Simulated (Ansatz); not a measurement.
## Pb2ICl2F: complex band structure

A new crystal, Pb2ICl2F: structure, gap and complex bands. It is built by putting I for part of the F in the PbClF structure of space group P4/nmm, with the volume rescaled by atomic radii. The parent structure comes from the Materials Project.

Main program and level: Ansatz 0.2.0; LDA DFT, plane waves, PAW files, in the first sound run; inputs show where later runs differ.

The structure was built from a prototype and need not be the compound's stable phase.

**1. Set-up**

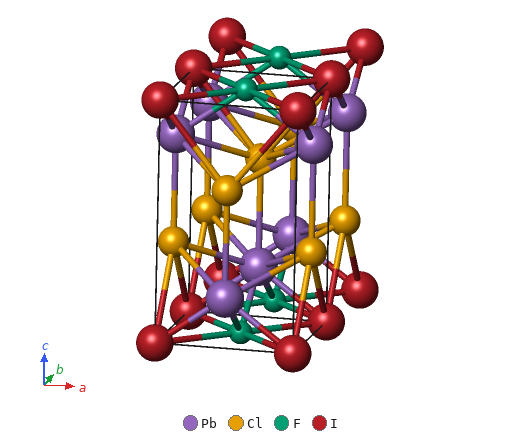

The cell as given, slightly off an axis (lead purple, chlorine orange, fluorine teal, iodine red). 1×2×1 cells are drawn. Some periodic images of atoms are drawn too.

**2. Cell and atoms at rest**

The substituted atoms don't fit the parent's cell, so cell and atoms relax together. A small smearing keeps the run stable in case the gap closes on the way.

input.yaml reads:

```yaml
crystal:
  lattice:
    - [4.4013870569, 0.0, 0.0]
    - [0.0, 4.4013870569, 0.0]
    - [0.0, 0.0, 7.7538397994]
  atoms:
    - { symbol: Pb, position: [0.0, 0.5, 0.79490508] }
    - { symbol: Pb, position: [0.5, 0.0, 0.20509492] }
    - { symbol: Cl, position: [0.5, 0.0, 0.64891443] }
    - { symbol: Cl, position: [0.0, 0.5, 0.35108557] }
    - { symbol: F, position: [0.5, 0.5, 0.0] }
    - { symbol: I, position: [0.0, 0.0, 0.0] }
kpoints:
  mp_grid: { grid: [6, 6, 4] }
scf:
  occupations: { method: gaussian, width: 0.03 }
hamiltonian:
  xc: lda
output:
  forces: true
  stress: true
relax:
  f_tol: 0.02
  max_steps: 60
  cell: {}
```

On the command line:

```sh
ansatz run input.yaml --threads 2 --pin off --max-ram 4096MiB --backend cpu --events-out ev --progress --plain --runs-dir out
```

Numbers of over 12 decimals in the logs are rounded to 6 here.

Output:

```text
Engine: ansatz 0.2.0, x86_64-unknown-linux-gnu
Pseudopotentials: kind: paw
Pseudopotential: Pb, paw, valence charge 14, recommended cutoff 420 eV (normal), Pb.paw.azcp
Pseudopotential: Cl, paw, valence charge 7, recommended cutoff 420 eV (normal), Cl.paw.azcp
Pseudopotential: F, paw, valence charge 7, recommended cutoff 420 eV (normal), F.paw.azcp
Pseudopotential: I, paw, valence charge 17, recommended cutoff 420 eV (normal), I.paw.azcp
Functional definition: SPW92
  exchange = slater_x
  correlation = pw_c
Crystal: 6 atoms, lattice volume = 150.209 Å³
Basis set: ecut = 420 eV, 2937 PW (Γ)
Bands: 40, of which v1, the nominal top of the filled ones, is band 33 counted from 1 (32 counted from 0)
Symmetry: 8 space group operations
Space group: P-4m2 (ITA 115), of the structure as read, at distance tolerance 5.3e-5 Å
k-points: 30 of 144 (time reversal used)
Non-local potential: Pb, projectors of the file, l = 0: 2, l = 1: 2, l = 2: 2, l = 3: 2
Non-local potential: Cl, projectors of the file, l = 0: 2, l = 1: 2, l = 2: 2
Non-local potential: F, projectors of the file, l = 0: 2, l = 1: 2, l = 2: 1
Non-local potential: I, projectors of the file, l = 0: 2, l = 1: 2, l = 2: 2, l = 3: 2
PAW form: soft (Blöchl's): semilocal exchange-correlation on the pseudo side does not see the compensation charge
PAW frozen core: Pb, regenerated for the run's functional, and the local potential with it (the file was generated under x = pbe(κ = 0.804, μ = 0.219515), c = pbe(β = 0.066725))
PAW frozen core: Cl, regenerated for the run's functional, and the local potential with it (the file was generated under x = pbe(κ = 0.804, μ = 0.219515), c = pbe(β = 0.066725))
PAW frozen core: F, regenerated for the run's functional, and the local potential with it (the file was generated under x = pbe(κ = 0.804, μ = 0.219515), c = pbe(β = 0.066725))
PAW frozen core: I, regenerated for the run's functional, and the local potential with it (the file was generated under x = pbe(κ = 0.804, μ = 0.219515), c = pbe(β = 0.066725))
PAW one-centre angular grid: Pb, 590 points (default); XC on 64 Gauss nodes
PAW one-centre angular grid: Cl, 110 points (default); XC on 64 Gauss nodes
PAW one-centre angular grid: F, 110 points (default); XC on 64 Gauss nodes
PAW one-centre angular grid: I, 590 points (default); XC on 64 Gauss nodes
Initial density: superposition of atomic densities (neutral atoms: chi_scale 0, normalization atom), corrected by the library's trained network
Initial wavefunctions: pseudopotential atomic-orbital guess
Functional: x = slater, c = lda
SCF iter   1: F=—  HF=-33444.563708 eV  |F-HF|=—  |Δ(HF+E_count)|=         —  Δρ=9.51e-3  dr2=1.24e-1  ethr=1.77e-3  ⟨swp⟩=10.9  Hψ=6297  notcnv=0  defer=3
preconditioner: auto → Resta (q_TF=auto, 2.379 Å⁻¹)  ε∞=3.6  [insulator: Δε(μ)=1.884 eV  Ē_g=14.144 eV  σ=0.030 eV  W_gap=1.00  n_scr=36 (ndim 8)  ℏωp=22.7 eV  f_vac=0.046  D(μ)=0.00/eV (n_scr^D=0)  ε∞_Penn≈3.6]
SCF iter   2: F=—  HF=-33444.532007 eV  |F-HF|=—  |Δ(HF+E_count)|=   3.17e-2  Δρ=4.19e-3  dr2=1.79e-2  ethr=1.87e-4  ⟨swp⟩=2.9  Hψ=2546  notcnv=0  defer=38
SCF iter   3: F=—  HF=-33444.528120 eV  |F-HF|=—  |Δ(HF+E_count)|=   3.89e-3  Δρ=1.89e-3  dr2=4.01e-3  ethr=2.71e-5  ⟨swp⟩=2.3  Hψ=2191  notcnv=0  defer=38
SCF iter   4: F=—  HF=-33444.527109 eV  |F-HF|=—  |Δ(HF+E_count)|=   1.01e-3  Δρ=4.85e-4  dr2=2.63e-4  ethr=6.07e-6  ⟨swp⟩=2.0  Hψ=2029  notcnv=0  defer=38
SCF iter   5: F=—  HF=-33444.527062 eV  |F-HF|=—  |Δ(HF+E_count)|=   4.76e-5  Δρ=1.06e-4  dr2=1.57e-5  ethr=3.99e-7  ⟨swp⟩=2.5  Hψ=1791  notcnv=0  defer=38
SCF iter   6: F=—  HF=-33444.527067 eV  |F-HF|=—  |Δ(HF+E_count)|=   5.04e-6  Δρ=3.29e-5  dr2=2.18e-6  ethr=2.38e-8  ⟨swp⟩=2.1  Hψ=2024  notcnv=0  defer=38
SCF iter   7: F=—  HF=-33444.527067 eV  |F-HF|=—  |Δ(HF+E_count)|=   8.61e-8  Δρ=8.42e-6  dr2=1.54e-7  ethr=3.30e-9  ⟨swp⟩=3.0  Hψ=2182  notcnv=0  defer=38
SCF iter   8: F=-33444.527067 eV  HF=-33444.527067 eV  |F-HF|=8.95e-10  |Δ(HF+E_count)|=   1.83e-8  Δρ=2.45e-6  dr2=9.66e-9  ethr=1.52e-10  ⟨swp⟩=5.2  Hψ=4352  notcnv=0
SCF 1 converged in 8 iterations: F = -33444.527067 eV  dr2 = 9.66e-9
  greatest PAW one-centre occupation: 1.000 electrons in one spin orbital (limit 2), on the I atom at site 5 (counted from 0), in its partial waves of l = 2
relax step   1: F+E_penalty+E_count = -33444.52706672 eV  Δ(F+E_penalty+E_count) = +0.000e0 eV  max|allowed force component| = 3.664e0 eV/Å  Δτ_max = 0.0000 Å  P = +5.730 GPa  Ω = 150.209 Å³  (8 SCF iters, dr2 threshold 1.00e-7 eV, accepted)
Crystal: 6 atoms, lattice volume = 154.533 Å³
Basis set: ecut = 420 eV, 3035 PW (Γ)
Initial density: handed on by an earlier stage of this run
Initial wavefunctions: those handed on with the density
iter 1 solved again at ethr=2.07e-4 eV; its pass at ethr=3.10e-3 eV (dr2=1.37e-1 eV) is discarded
SCF iter   1: F=—  HF=-33445.654795 eV  |F-HF|=—  |Δ(HF+E_count)|=         —  Δρ=8.95e-3  dr2=1.36e-1  ethr=2.07e-4  ⟨swp⟩=2.3  Hψ=6892  notcnv=0
preconditioner: auto → Resta (q_TF=auto, 2.368 Å⁻¹)  ε∞=3.6  [insulator: Δε(μ)=2.541 eV  Ē_g=13.903 eV  σ=0.030 eV  W_gap=1.00  n_scr=36 (ndim 8)  ℏωp=22.4 eV  f_vac=0.030  D(μ)=0.00/eV (n_scr^D=0)  ε∞_Penn≈3.6]
SCF iter   2: F=—  HF=-33445.623802 eV  |F-HF|=—  |Δ(HF+E_count)|=   3.10e-2  Δρ=5.79e-3  dr2=3.43e-2  ethr=2.06e-4  ⟨swp⟩=2.4  Hψ=2312  notcnv=0  defer=1
SCF iter   3: F=—  HF=-33445.615825 eV  |F-HF|=—  |Δ(HF+E_count)|=   7.98e-3  Δρ=2.48e-3  dr2=1.33e-2  ethr=5.20e-5  ⟨swp⟩=2.0  Hψ=2433  notcnv=0  defer=28
SCF iter   4: F=—  HF=-33445.611987 eV  |F-HF|=—  |Δ(HF+E_count)|=   3.84e-3  Δρ=4.76e-4  dr2=3.66e-4  ethr=2.02e-5  ⟨swp⟩=2.0  Hψ=1622  notcnv=0  defer=28
SCF iter   5: F=—  HF=-33445.611965 eV  |F-HF|=—  |Δ(HF+E_count)|=   2.20e-5  Δρ=1.43e-4  dr2=2.67e-5  ethr=5.54e-7  ⟨swp⟩=2.0  Hψ=2007  notcnv=0  defer=28
SCF iter   6: F=—  HF=-33445.611967 eV  |F-HF|=—  |Δ(HF+E_count)|=   1.73e-6  Δρ=2.61e-5  dr2=1.38e-6  ethr=4.04e-8  ⟨swp⟩=2.0  Hψ=1689  notcnv=0  defer=28
SCF iter   7: F=-33445.611967 eV  HF=-33445.611967 eV  |F-HF|=1.74e-7  |Δ(HF+E_count)|=   3.86e-7  Δρ=9.97e-6  dr2=3.36e-7  ethr=9.09e-10  ⟨swp⟩=5.0  Hψ=4411  notcnv=0
SCF 2 converged in 7 iterations: F = -33445.611967 eV  dr2 = 3.36e-7
relax step   2: F+E_penalty+E_count = -33445.61196696 eV  Δ(F+E_penalty+E_count) = -1.085e0 eV  max|allowed force component| = 1.504e0 eV/Å  Δτ_max = 0.1957 Å  P = +0.144 GPa  Ω = 154.533 Å³  energy of the carried Pulay correction = -3.560e-3 eV  (7 SCF iters, dr2 threshold 6.00e-7 eV, accepted)
Crystal: 6 atoms, lattice volume = 147.305 Å³
Basis set: ecut = 420 eV, 2875 PW (Γ)
iter 1 solved again at ethr=1.68e-4 eV; its pass at ethr=3.10e-3 eV (dr2=1.11e-1 eV) is discarded
SCF iter   1: F=—  HF=-33446.025811 eV  |F-HF|=—  |Δ(HF+E_count)|=         —  Δρ=8.31e-3  dr2=1.12e-1  ethr=1.68e-4  ⟨swp⟩=2.1  Hψ=7451  notcnv=0
preconditioner: auto → Resta (q_TF=auto, 2.387 Å⁻¹)  ε∞=3.7  [insulator: Δε(μ)=2.096 eV  Ē_g=13.852 eV  σ=0.030 eV  W_gap=1.00  n_scr=38 (ndim 8)  ℏωp=22.9 eV  f_vac=0.013  D(μ)=0.00/eV (n_scr^D=0)  ε∞_Penn≈3.7]
SCF iter   2: F=—  HF=-33445.998368 eV  |F-HF|=—  |Δ(HF+E_count)|=   2.74e-2  Δρ=4.75e-3  dr2=2.92e-2  ethr=1.68e-4  ⟨swp⟩=2.4  Hψ=1429  notcnv=0
SCF iter   3: F=—  HF=-33445.990842 eV  |F-HF|=—  |Δ(HF+E_count)|=   7.53e-3  Δρ=2.52e-3  dr2=9.30e-3  ethr=4.43e-5  ⟨swp⟩=2.4  Hψ=2274  notcnv=0
SCF iter   4: F=—  HF=-33445.989079 eV  |F-HF|=—  |Δ(HF+E_count)|=   1.76e-3  Δρ=1.06e-3  dr2=1.26e-3  ethr=1.41e-5  ⟨swp⟩=2.0  Hψ=2282  notcnv=0  defer=5
SCF iter   5: F=—  HF=-33445.988837 eV  |F-HF|=—  |Δ(HF+E_count)|=   2.42e-4  Δρ=2.00e-4  dr2=6.93e-5  ethr=1.91e-6  ⟨swp⟩=2.0  Hψ=2191  notcnv=0  defer=6
SCF iter   6: F=—  HF=-33445.988835 eV  |F-HF|=—  |Δ(HF+E_count)|=   1.29e-6  Δρ=5.82e-5  dr2=5.34e-6  ethr=1.05e-7  ⟨swp⟩=2.8  Hψ=1691  notcnv=0  defer=6
SCF iter   7: F=-33445.988837 eV  HF=-33445.988837 eV  |F-HF|=1.35e-7  |Δ(HF+E_count)|=   1.46e-6  Δρ=1.31e-5  dr2=3.55e-7  ethr=9.09e-10  ⟨swp⟩=3.5  Hψ=5183  notcnv=0
SCF 3 converged in 7 iterations: F = -33445.988837 eV  dr2 = 3.55e-7
relax step   3: F+E_penalty+E_count = -33445.98883699 eV  Δ(F+E_penalty+E_count) = -3.769e-1 eV  max|allowed force component| = 1.178e-1 eV/Å  Δτ_max = 0.1996 Å  P = -0.206 GPa  Ω = 147.305 Å³  energy of the carried Pulay correction = +2.449e-3 eV  (7 SCF iters, dr2 threshold 6.00e-7 eV, accepted)
[...]
relax step   4: F+E_penalty+E_count = -33445.99446587 eV  Δ(F+E_penalty+E_count) = -5.629e-3 eV  max|allowed force component| = 5.184e-2 eV/Å  Δτ_max = 0.0282 Å  P = -0.050 GPa  Ω = 146.659 Å³  energy of the carried Pulay correction = +3.000e-3 eV  (5 SCF iters, dr2 threshold 6.00e-7 eV, accepted)
[...]
relax step   5: F+E_penalty+E_count = -33445.99535050 eV  Δ(F+E_penalty+E_count) = -8.846e-4 eV  max|allowed force component| = 5.722e-3 eV/Å  Δτ_max = 0.0152 Å  P = -0.031 GPa  Ω = 146.731 Å³  energy of the carried Pulay correction = +2.939e-3 eV  (5 SCF iters, dr2 threshold 1.68e-7 eV, accepted)
[...]
relax step   6: F+E_penalty+E_count = -33445.99380666 eV  Δ(F+E_penalty+E_count) = +1.544e-3 eV  max|allowed force component| = 6.007e-3 eV/Å  Δτ_max = 0.0000 Å  P = -0.049 GPa  Ω = 146.731 Å³  stress off target by 8.97e-2 GPa  SCF on the basis re-selected at this cell (its energy is not comparable with the rows above)  (6 SCF iters)
[...]
relax step   7: F+E_penalty+E_count = -33445.99407537 eV  Δ(F+E_penalty+E_count) = -2.687e-4 eV  max|allowed force component| = 1.697e-3 eV/Å  Δτ_max = 0.0008 Å  P = -0.009 GPa  Ω = 146.593 Å³  energy of the carried Pulay correction = +1.327e-4 eV  (5 SCF iters, dr2 threshold 2.01e-8 eV, accepted)
iter 1 solved again at ethr=6.59e-8 eV; its pass at ethr=3.10e-3 eV (dr2=4.35e-5 eV) is discarded
SCF iter   1: F=—  HF=-33445.993956 eV  |F-HF|=—  |Δ(HF+E_count)|=         —  Δρ=4.04e-5  dr2=6.48e-8  ethr=6.59e-8  ⟨swp⟩=3.9  Hψ=9788  notcnv=0
preconditioner: auto → Resta (q_TF=auto, 2.389 Å⁻¹)  ε∞=3.7  [insulator: Δε(μ)=1.924 eV  Ē_g=13.847 eV  σ=0.030 eV  W_gap=1.00  n_scr=38 (ndim 8)  ℏωp=23.0 eV  f_vac=0.015  D(μ)=0.00/eV (n_scr^D=0)  ε∞_Penn≈3.7]
SCF iter   2: F=—  HF=-33445.993950 eV  |F-HF|=—  |Δ(HF+E_count)|=   5.35e-6  Δρ=2.03e-5  dr2=1.80e-8  ethr=9.81e-11  ⟨swp⟩=2.6  Hψ=2165  notcnv=0
SCF iter   3: F=—  HF=-33445.993951 eV  |F-HF|=—  |Δ(HF+E_count)|=   6.35e-7  Δρ=3.45e-6  dr2=9.17e-9  ethr=2.73e-11  ⟨swp⟩=2.0  Hψ=2041  notcnv=0
SCF iter   4: F=—  HF=-33445.993951 eV  |F-HF|=—  |Δ(HF+E_count)|=   3.45e-9  Δρ=3.45e-7  dr2=1.77e-10  ethr=1.39e-11  ⟨swp⟩=2.0  Hψ=2038  notcnv=0
SCF iter   5: F=-33445.993951 eV  HF=-33445.993951 eV  |F-HF|=2.18e-11  |Δ(HF+E_count)|=  2.91e-11  Δρ=1.74e-7  dr2=4.09e-11  ethr=1.00e-12  ⟨swp⟩=5.0  Hψ=4273  notcnv=0
SCF 8 converged in 5 iterations: F = -33445.993951 eV  dr2 = 4.09e-11
relax step   8: F+E_penalty+E_count = -33445.99395093 eV  Δ(F+E_penalty+E_count) = +1.244e-4 eV  max|allowed force component| = 1.711e-3 eV/Å  Δτ_max = 0.0000 Å  P = -0.010 GPa  Ω = 146.593 Å³  stress off target by 2.21e-2 GPa  SCF on the basis re-selected at this cell (its energy is not comparable with the rows above)  (5 SCF iters)
basis re-selected at this cell: Δ(F+E_penalty+E_count) = +1.244e-4 eV, ΔP = -0.001 GPa vs the last step (what re-selecting the basis moved, of the pressure what is left beyond the Pulay correction that the steps carried, after the strain that the cell walked since its last selection, with what the two solves' SCF thresholds leave and, on support functions, any second-order correction that the steps lacked; it is no m [...]
SCF converged after 5 iterations
Free energy (F): -33445.993951 eV
Harris-Foulkes:  -33445.993951 eV  (|F-HF|=2.18e-11)
Internal energy: -33445.993951 eV  (E = F + TS)
E sigma→0 (E₀):  -33445.993951 eV
Fermi energy:    7.940858 eV
--- Per-component energies (eV) ---
  E_band       = -521.798115
  E_kinetic    = 1291.228087
  E_local      = -5445.753920  (includes V_loc(G=0)·N_el)
  E_nonlocal   = 758.445116
  E_hartree    = 2379.895251
  E_xc         = -857.267374
  E_vxc        = -741.557226  (∫ρ·V_xc dr)
  E_paw        = -26295.745925  (= ΣΔE_a)
  E_vpaw       = -1143.953092  (= ΣTr[D̂ρ^β])
  E_aug_tail   = 0.002335  (compensation charges beyond the density's cutoff)
  E_ewald      = -5277.917543
  E_core_change = 1.120023  (= ΣΔE_core)
  E_smearing   = -0.000000  (= −TS)
  E_closure    = -0.000000  (closes the sum)
  Σ components = -33445.993951   (vs F -33445.993951, Δ=0.00e0)
--- Forces (eV/Å), atoms counted from 1 ---
  atom   1  Pb     0.00000000    -0.00000000     0.00171064
  atom   2  Pb     0.00000000    -0.00000000    -0.00171064
  atom   3  Cl    -0.00000000     0.00000000     0.00137588
  atom   4  Cl    -0.00000000     0.00000000    -0.00137588
  atom   5  F      0.00000000    -0.00000000     0.00000000
  atom   6  I     -0.00000000     0.00000000     0.00000000
  max |Σ_I F_I| component: 6.05e-17 eV/Å
--- Stress (GPa, compression-positive) ---
       -0.022122      -0.000000      -0.000000
       -0.000000      -0.022122       0.000000
       -0.000000       0.000000       0.014391
  P = ⅓ Tr σ = -0.0100 GPa (-0.100 kbar)
--- Relaxed structure (6 steps of the walk, 6 accepted, 2 SCFs on fresh bases) ---
  F+E_penalty+E_count = -33445.99395093 eV   max|allowed force component| = 1.711e-3 eV/Å   (the final SCF, on the basis selected at the relaxed cell)
  cell:  # Å, volume = 146.5929 Å³
    - [4.282829, 0, -1.3622998807184234e-17]
    - [0, 4.282829, 0]
    - [-2.3999377689978028e-17, 0, 7.991924]
  atoms:
    - { symbol: Pb, position: [2.492915555072798e-18, 0.5, 0.743922] }
    - { symbol: Pb, position: [0.5, 0, 0.256078] }
    - { symbol: Cl, position: [0.5, 0, 0.639570] }
    - { symbol: Cl, position: [-4.568885912005968e-19, 0.5, 0.360430] }
    - { symbol: F, position: [0.5, 0.5, -1.4914962744102153e-19] }
    - { symbol: I, position: [0, 0, -1.4914962744102097e-19] }
```

Elapsed: 27 s, on 2 threads of Intel Xeon 6975P-C (Granite Rapids), shared host; peak memory 0.54 GiB; 53 s of CPU time.

Step by step:

```tsv
step	energy less that of the first step (eV)	largest force component (eV/Å)	pressure (GPa)	volume (Å³)
1	0.0000	3.6638	5.73	150.21
2	-1.0849	1.5037	0.14	154.53
3	-1.4618	0.1178	-0.21	147.31
4	-1.4674	0.0518	-0.05	146.66
5	-1.4683	0.0057	-0.03	146.73
6*	-1.4667	0.0060	-0.05	146.73
7	-1.4670	0.0017	-0.01	146.59
8*	-1.4669	0.0017	-0.01	146.59
```

Relaxation steps marked * repeat the geometry before them on a plane-wave basis chosen anew for their cell, so energy and pressure can jump there.

Forces are held to the 8 operations that the run works with; a distortion that breaks them can't arise in this run.

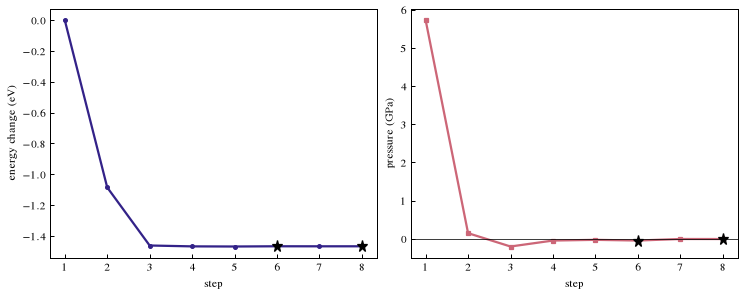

Energy and pressure along the relaxation. Stars mark steps on a basis chosen anew.

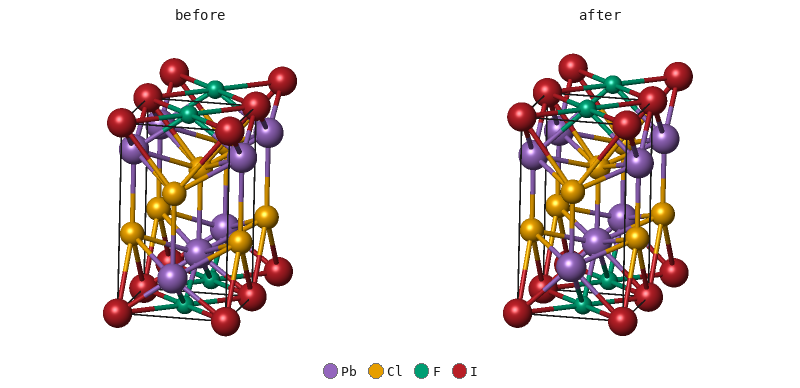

Before and after, at one scale.

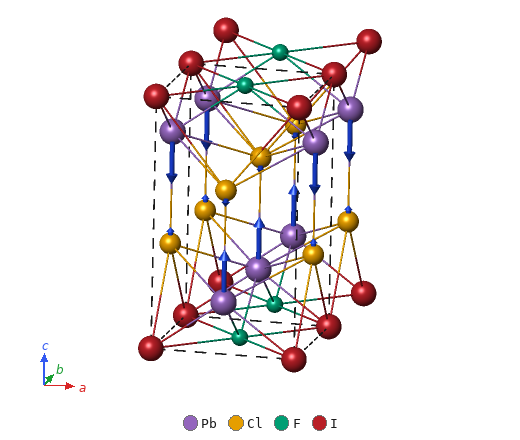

Displacements in the relaxation, exaggerated, measured against the changing cell; the longest in the cell stands for 0.41 Å. 1×2×1 cells are drawn. Some periodic images of atoms are drawn too.

```tsv
conventional cell, symmetrised	before	after	change
a (Å)	4.401	4.283	-2.7 %
b (Å)	4.401	4.283	-2.7 %
c (Å)	7.754	7.992	+3.1 %
volume (Å³/atom)	25.03	24.43	-2.4 %
```

The atoms that moved most (Å, as changes of fractional coordinates times the final cell):

```tsv
atom	dx	dy	dz	length
Pb2	0.000	0.000	0.407	0.407
Pb1	0.000	0.000	-0.407	0.407
Cl4	0.000	0.000	0.075	0.075
Cl3	0.000	0.000	-0.075	0.075
```

This step gave:

| Item | Value |
| --- | --- |
| free energy | -33445.9940 eV |
| Fermi energy | 7.941 eV |
| pressure | -0.009951 GPa |

The largest force component on a free atom ends at 0.0017 eV/Å.

(Part 1 of 3 ends here.)

[Logs are printed without paths, hosts, clocks, repeated set-up lines and the standing remarks that a program may print on its own settings, such as how far it seeks lower states.]

[Hosts, paths, dates, database ids (printed as entryN), source tags and the programs' standing remarks are cut or masked in the printed files.]

[New means built here by substitution; the compound itself may be known and measured.]
